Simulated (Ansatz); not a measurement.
**Geometry relaxation, with input and output: CH₉BN₂Si (part 2 of 2)**

Continued. System: CH₉BN₂Si. Method: RKS B3LYP-D4/6-31G* (Ansatz 0.2.0). It belongs to a series of runs on one base structure; here: end point B relaxed.

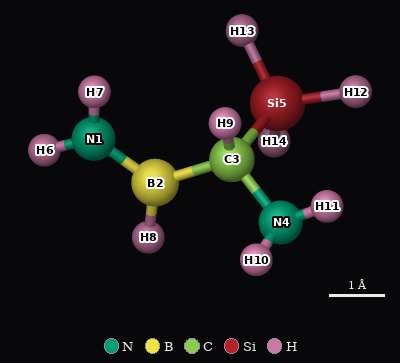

Figure 1. The geometry at step 14 of the log (ball-and-stick view, seen at a tilt; atoms are numbered from 1 in the order of the input).

**Trajectory as extended XYZ, continued**
```
14
Properties=species:S:1:pos:R:3:forces:R:3 step=8 energy=-12718.86579
N    -2.1827   -0.9465    0.0486   -0.0188   0.0031   0.4363
B    -0.8752   -0.8754   -0.4437   -0.0993   0.0265  -0.0434
C     0.2619   -0.0864    0.3231   -0.3471  -0.3737  -0.1758
N     1.4831   -0.9160    0.4214    0.1856   0.2293   0.0949
Si    0.7072    1.3842   -0.8093    0.0863  -0.0241   0.3211
H    -2.9330   -1.4282   -0.4312    0.0765   0.0487   0.0447
H    -2.4356   -0.6330    0.9872    0.0198  -0.0014  -0.4305
H    -0.6479   -1.4022   -1.4934    0.0162  -0.0269  -0.0522
H    -0.1237    0.2668    1.3030    0.0928   0.1526  -0.1121
H     1.2915   -1.7924    0.9047   -0.0249   0.0287  -0.0065
H     2.1735   -0.4229    0.9876    0.0615  -0.1140  -0.0408
H     1.8665    2.0848   -0.1822    0.0199   0.0789  -0.0614
H    -0.4232    2.3506   -0.9120   -0.0049   0.0048  -0.0065
H     1.1077    0.9466   -2.1708   -0.0635  -0.0326   0.0324
14
Properties=species:S:1:pos:R:3:forces:R:3 step=9 energy=-12718.88710
N    -2.1827   -0.9553    0.0423   -0.2603   0.4921   0.7889
B    -0.8764   -0.9194   -0.4477    0.0653  -0.0309  -0.0486
C     0.2573   -0.1225    0.3120    0.0499   0.1545  -0.0187
N     1.5070   -0.9125    0.4082   -0.0123   0.0060   0.0187
Si    0.6995    1.3862   -0.7663   -0.0246  -0.0713  -0.0523
H    -2.9356   -1.4475   -0.4174   -0.0338   0.0667  -0.0210
H    -2.4743   -0.4632    0.9049    0.2405  -0.5040  -0.7794
H    -0.6430   -1.4953   -1.4755    0.0099  -0.0369   0.1086
H    -0.1141    0.2593    1.2871   -0.0005  -0.0753  -0.0343
H     1.3360   -1.7940    0.8885    0.0005  -0.0191  -0.0065
H     2.2006   -0.4167    0.9651   -0.0045   0.0115   0.0034
H     1.8611    2.1107   -0.1696   -0.0053  -0.0261   0.0150
H    -0.4353    2.3492   -0.8622   -0.0202   0.0010   0.0376
H     1.0699    0.9512   -2.1367   -0.0046   0.0318  -0.0113
14
Properties=species:S:1:pos:R:3:forces:R:3 step=10 energy=-12718.91123
N    -2.1849   -0.8883   -0.0066    0.0379   0.0044   0.1585
B    -0.8458   -0.9826   -0.3948   -0.0825   0.3488  -0.2347
C     0.2696   -0.1371    0.3346    0.0472  -0.2744   0.0153
N     1.5344   -0.9051    0.4028    0.1039   0.1314   0.0452
Si    0.6542    1.3773   -0.7557   -0.0434  -0.0466  -0.0043
H    -2.9431   -1.3323   -0.5032   -0.0232  -0.0565   0.0053
H    -2.4832   -0.3747    0.8153   -0.0229   0.0071  -0.1233
H    -0.5702   -1.6397   -1.3579   -0.0218  -0.0849   0.0604
H    -0.0984    0.2260    1.3156    0.0233   0.0138   0.0110
H     1.3906   -1.8093    0.8486    0.0024   0.0300   0.0164
H     2.2240   -0.4078    0.9632    0.0125  -0.0406   0.0192
H     1.8435    2.0908   -0.2026   -0.0032  -0.0208   0.0093
H    -0.4832    2.3433   -0.7768   -0.0055  -0.0174   0.0232
H     0.9626    0.9695   -2.1499   -0.0246   0.0056  -0.0016
14
Properties=species:S:1:pos:R:3:forces:R:3 step=11 energy=-12718.92296
N    -2.1893   -0.8414   -0.0434    0.2917  -0.1678  -0.3289
B    -0.8380   -0.9820   -0.4015   -0.1062  -0.3226   0.0966
C     0.2830   -0.1534    0.3388    0.0485  -0.1671  -0.1226
N     1.5638   -0.8971    0.3972   -0.0202   0.0613  -0.0083
Si    0.6275    1.3724   -0.7463    0.0061   0.0488   0.1038
H    -2.9451   -1.3185   -0.5169    0.0639   0.0187   0.0272
H    -2.4974   -0.2505    0.7114   -0.0956   0.1804   0.1258
H    -0.5344   -1.7802   -1.2613   -0.1574   0.2868   0.1445
H    -0.0847    0.1962    1.3240   -0.0013   0.0359  -0.0214
H     1.4364   -1.8157    0.8195   -0.0074   0.0589  -0.0056
H     2.2428   -0.4002    0.9706   -0.0212  -0.0142   0.0100
H     1.8361    2.0628   -0.2048   -0.0078   0.0215  -0.0530
H    -0.5151    2.3358   -0.6909    0.0443  -0.0414  -0.0162
H     0.8844    1.0018   -2.1637   -0.0374   0.0011   0.0482
14
Properties=species:S:1:pos:R:3:forces:R:3 step=12 energy=-12718.93699
N    -2.1845   -0.8224   -0.0625    0.1839  -0.0264  -0.0741
B    -0.8299   -1.0090   -0.3800   -0.0968  -0.0783  -0.1060
C     0.2930   -0.1743    0.3488    0.0650  -0.1123  -0.0263
N     1.5857   -0.8963    0.4028   -0.0338   0.0280  -0.0261
Si    0.6100    1.3594   -0.7331   -0.0316   0.0401   0.0185
H    -2.9385   -1.2929   -0.5439    0.0372   0.0180  -0.0028
H    -2.5035   -0.1798    0.6521    0.0030  -0.0178  -0.0210
H    -0.5369   -1.7952   -1.2508   -0.1123   0.1413   0.2060
H    -0.0715    0.1769    1.3346   -0.0031   0.0150  -0.0006
H     1.4722   -1.8161    0.8253   -0.0015   0.0277   0.0020
H     2.2571   -0.3903    0.9766   -0.0156  -0.0038   0.0110
H     1.8300    2.0581   -0.2286   -0.0210   0.0012  -0.0321
H    -0.5376    2.3149   -0.6486    0.0455  -0.0338  -0.0010
H     0.8243    0.9971   -2.1601   -0.0190   0.0011   0.0525
14
Properties=species:S:1:pos:R:3:forces:R:3 step=13 energy=-12718.93637 accepted=F
N    -2.1878   -0.8097   -0.0804    0.0928  -0.0446  -0.0544
B    -0.8346   -1.0318   -0.3624    0.0113  -0.0113  -0.0942
C     0.2957   -0.1877    0.3500    0.0861   0.1219  -0.2425
N     1.5927   -0.8990    0.3892    0.0019  -0.0112   0.0139
Si    0.6107    1.3757   -0.7296   -0.1011  -0.2477   0.2364
H    -2.9328   -1.2951   -0.5596   -0.0049   0.0166   0.0138
H    -2.5146   -0.1406    0.6029   -0.0384   0.0533   0.0276
H    -0.5665   -1.8668   -1.1887    0.0089   0.1151   0.1188
H    -0.0616    0.1583    1.3399   -0.0030   0.0371   0.0056
H     1.4903   -1.8135    0.8255   -0.0023  -0.0011  -0.0135
H     2.2668   -0.3850    0.9526   -0.0017   0.0097   0.0148
H     1.8324    2.0742   -0.2237   -0.0489  -0.0317  -0.0317
H    -0.5395    2.3214   -0.6237    0.0152   0.0057  -0.0115
H     0.8188    1.0297   -2.1594   -0.0159  -0.0120   0.0169
14
Properties=species:S:1:pos:R:3:forces:R:3 step=14 energy=-12718.94309
N    -2.1797   -0.8079   -0.0791    0.0993   0.0138  -0.0174
B    -0.8260   -1.0188   -0.3714   -0.0526   0.0047  -0.0313
C     0.3002   -0.1855    0.3530    0.0341  -0.0096  -0.0151
N     1.5968   -0.8977    0.4003   -0.0185   0.0250  -0.0135
Si    0.5988    1.3590   -0.7230   -0.0073  -0.0254  -0.0036
H    -2.9289   -1.2770   -0.5670   -0.0050  -0.0067  -0.0169
H    -2.5051   -0.1480    0.6160   -0.0005  -0.0003  -0.0052
H    -0.5463   -1.8235   -1.2177   -0.0177   0.0271   0.0662
H    -0.0622    0.1644    1.3402   -0.0033  -0.0045   0.0116
H     1.4894   -1.8168    0.8247   -0.0027  -0.0042   0.0013
H     2.2640   -0.3880    0.9759   -0.0026   0.0000   0.0042
H     1.8262    2.0625   -0.2446   -0.0234  -0.0085  -0.0092
H    -0.5473    2.3114   -0.6232    0.0126  -0.0176   0.0134
H     0.7901    0.9961   -2.1515   -0.0124   0.0062   0.0155
14
Properties=species:S:1:pos:R:3:forces:R:3 step=15 energy=-12718.94770
N    -2.1712   -0.7727   -0.1119    0.0588   0.0436   0.0382
B    -0.8152   -1.0350   -0.3536   -0.1044   0.0523   0.0019
C     0.3128   -0.2009    0.3648    0.0148   0.0219  -0.0232
N     1.6165   -0.8979    0.3987   -0.0100  -0.0102   0.0130
Si    0.5757    1.3494   -0.7132   -0.0147  -0.0200   0.0276
H    -2.9158   -1.2410   -0.6082    0.0017  -0.0024   0.0021
H    -2.5050   -0.0781    0.5480    0.0563  -0.0680  -0.0807
H    -0.5398   -1.8802   -1.1577    0.0022   0.0000   0.0256
H    -0.0461    0.1437    1.3553    0.0029  -0.0016   0.0029
H     1.5201   -1.8212    0.8175    0.0038   0.0023  -0.0086
H     2.2789   -0.3854    0.9774    0.0045  -0.0011  -0.0045
H     1.8116    2.0595   -0.2682   -0.0175  -0.0116  -0.0151
H    -0.5734    2.2913   -0.5656    0.0078  -0.0079  -0.0021
H     0.7208    0.9988   -2.1506   -0.0061   0.0027   0.0231
14
Properties=species:S:1:pos:R:3:forces:R:3 step=16 energy=-12718.94979
N    -2.1609   -0.7369   -0.1472    0.0933   0.0141   0.0169
B    -0.8049   -1.0486   -0.3354   -0.1692   0.0489   0.0166
C     0.3254   -0.2156    0.3788    0.0058   0.0758  -0.0176
N     1.6346   -0.9007    0.3953   -0.0056  -0.0126   0.0189
Si    0.5494    1.3437   -0.6955    0.0133  -0.0365  -0.0079
H    -2.9005   -1.2155   -0.6414   -0.0033   0.0092  -0.0008
H    -2.4998    0.0035    0.4588    0.0801  -0.0933  -0.0685
H    -0.5330   -1.9387   -1.0921   -0.0038   0.0146   0.0373
H    -0.0281    0.1212    1.3740    0.0038  -0.0153  -0.0023
H     1.5494   -1.8283    0.8070   -0.0012  -0.0002  -0.0118
H     2.2966   -0.3878    0.9742    0.0060   0.0003  -0.0096
H     1.7975    2.0594   -0.2961   -0.0285  -0.0064   0.0000
H    -0.6025    2.2753   -0.5093    0.0116  -0.0038   0.0074
H     0.6467    0.9992   -2.1387   -0.0022   0.0051   0.0214
14
Properties=species:S:1:pos:R:3:forces:R:3 step=17 energy=-12718.95089
N    -2.1574   -0.7318   -0.1543    0.0144  -0.0014   0.0039
B    -0.8043   -1.0511   -0.3290   -0.0776   0.0494   0.0079
C     0.3266   -0.2151    0.3810    0.0151   0.0294  -0.0068
N     1.6349   -0.9022    0.3930    0.0040  -0.0051   0.0143
Si    0.5459    1.3413   -0.6945   -0.0068  -0.0003   0.0155
H    -2.8963   -1.2086   -0.6510   -0.0053   0.0009   0.0057
H    -2.4945    0.0143    0.4428    0.0449  -0.0362  -0.0311
H    -0.5316   -1.9501   -1.0718    0.0084  -0.0159   0.0037
H    -0.0240    0.1199    1.3777    0.0032  -0.0043  -0.0018
H     1.5500   -1.8305    0.8030    0.0001  -0.0015  -0.0068
H     2.3008   -0.3910    0.9687    0.0025  -0.0016  -0.0052
H     1.7893    2.0647   -0.2970   -0.0038  -0.0135  -0.0073
H    -0.6053    2.2713   -0.4980   -0.0028  -0.0030  -0.0058
H     0.6358    0.9988   -2.1380    0.0037   0.0031   0.0141
14
Properties=species:S:1:pos:R:3:forces:R:3 step=18 energy=-12718.95101
N    -2.1561   -0.7293   -0.1605   -0.0531  -0.0040  -0.0341
B    -0.8053   -1.0483   -0.3295    0.0369  -0.0689   0.0676
C     0.3267   -0.2116    0.3801    0.0106   0.0067  -0.0102
N     1.6337   -0.9018    0.3876   -0.0013   0.0070  -0.0037
Si    0.5429    1.3462   -0.6894    0.0190  -0.0031  -0.0037
H    -2.8966   -1.2154   -0.6459    0.0035   0.0079   0.0056
H    -2.4892    0.0271    0.4229   -0.0025   0.0219   0.0110
H    -0.5297   -1.9687   -1.0452    0.0040   0.0146  -0.0260
H    -0.0220    0.1181    1.3791   -0.0055  -0.0038  -0.0018
H     1.5478   -1.8330    0.7906   -0.0040   0.0032  -0.0034
H     2.3031   -0.3955    0.9636   -0.0047  -0.0001  -0.0005
H     1.7887    2.0643   -0.2935   -0.0020   0.0163   0.0049
H    -0.6115    2.2728   -0.4953    0.0053   0.0027   0.0014
H     0.6374    1.0053   -2.1320   -0.0061  -0.0004  -0.0073
14
Properties=species:S:1:pos:R:3:forces:R:3 step=19 energy=-12718.95139
N    -2.1554   -0.7259   -0.1636   -0.0393  -0.0210  -0.0145
B    -0.8053   -1.0545   -0.3205    0.0427  -0.0011  -0.0328
C     0.3278   -0.2134    0.3828    0.0022  -0.0163   0.0150
N     1.6355   -0.9023    0.3870    0.0057   0.0052  -0.0037
Si    0.5403    1.3442   -0.6873    0.0007   0.0000  -0.0159
H    -2.8960   -1.2105   -0.6503    0.0039   0.0070   0.0037
H    -2.4866    0.0374    0.4114   -0.0098   0.0209   0.0212
H    -0.5286   -1.9707   -1.0422   -0.0039  -0.0050   0.0151
H    -0.0186    0.1159    1.3826   -0.0010   0.0010   0.0045
H     1.5512   -1.8343    0.7885   -0.0008   0.0033  -0.0010
H     2.3058   -0.3962    0.9618   -0.0039  -0.0016   0.0024
H     1.7841    2.0676   -0.2951    0.0021   0.0079   0.0080
H    -0.6152    2.2692   -0.4922    0.0022   0.0021   0.0050
H     0.6307    1.0035   -2.1302   -0.0009  -0.0023  -0.0070
14
Properties=species:S:1:pos:R:3:forces:R:3 step=20 energy=-12718.95152
N    -2.1557   -0.7242   -0.1651    0.0008  -0.0072  -0.0058
B    -0.8048   -1.0552   -0.3213   -0.0014  -0.0027  -0.0006
C     0.3286   -0.2147    0.3824   -0.0001   0.0015  -0.0015
N     1.6371   -0.9019    0.3866    0.0027  -0.0011  -0.0009
Si    0.5405    1.3436   -0.6882   -0.0052   0.0061   0.0041
H    -2.8964   -1.2085   -0.6517   -0.0005   0.0023   0.0028
H    -2.4870    0.0401    0.4097    0.0052   0.0001  -0.0006
H    -0.5296   -1.9764   -1.0372   -0.0040   0.0042   0.0051
H    -0.0182    0.1145    1.3822   -0.0001   0.0008  -0.0001
H     1.5533   -1.8343    0.7871    0.0003  -0.0003  -0.0014
H     2.3057   -0.3957    0.9633   -0.0014  -0.0005   0.0011
H     1.7823    2.0700   -0.2940    0.0032  -0.0029  -0.0012
H    -0.6144    2.2686   -0.4891   -0.0024  -0.0004  -0.0022
H     0.6286    1.0041   -2.1319    0.0028   0.0000   0.0011
```

The run was set up as follows.

**Input file**
```yaml
crystal:
  periodic: [false, false, false]
  atoms:
    - { symbol: "N", position_ang: [-2.2255, -0.9106, 0.3432] }
    - { symbol: B, position_ang: [-0.934, -0.8019, -0.3806] }
    - { symbol: C, position_ang: [0.2632, -0.011, 0.2586] }
    - { symbol: "N", position_ang: [1.4976, -0.9087, 0.4695] }
    - { symbol: Si, position_ang: [0.7907, 1.3738, -0.8976] }
    - { symbol: H, position_ang: [-3.02279, -0.73073, -0.41588] }
    - { symbol: H, position_ang: [-2.36527, -1.85945, 0.67848] }
    - { symbol: H, position_ang: [-0.7563, -1.3247, -1.4275] }
    - { symbol: H, position_ang: [-0.0129, 0.4422, 1.2879] }
    - { symbol: H, position_ang: [1.1443, -1.6458, 1.1943] }
    - { symbol: H, position_ang: [2.1897, -0.3815, 0.9448] }
    - { symbol: H, position_ang: [1.9247, 2.1404, -0.2713] }
    - { symbol: H, position_ang: [-0.4041, 2.3107, -1.0925] }
    - { symbol: H, position_ang: [1.1806, 0.8374, -2.1587] }
basis:
  gaussian: { orbitals: "6-31G*" }
hamiltonian:
  xc: b3lyp
  dispersion: d4
relax:
  f_tol: 0.015
  max_steps: 40
```

Launched with:
```bash
ansatz run input.yaml --threads 2 --pin off --max-ram 3072MiB --backend cpu --events-out ev --progress --plain --runs-dir out
```

**Summary**

```csv
quantity,value
outcome,converged
total energy,−12718.9518 eV
mean-field energy,−12718.4881 eV
largest force (length of the vector) at the end,0.009 eV/Å
hardware,"2 threads of AMD EPYC (Zen 5), 16 GiB of memory available, shared host"
wall time,24 s (CPU time 46 s)
peak memory,0.23 GiB
```
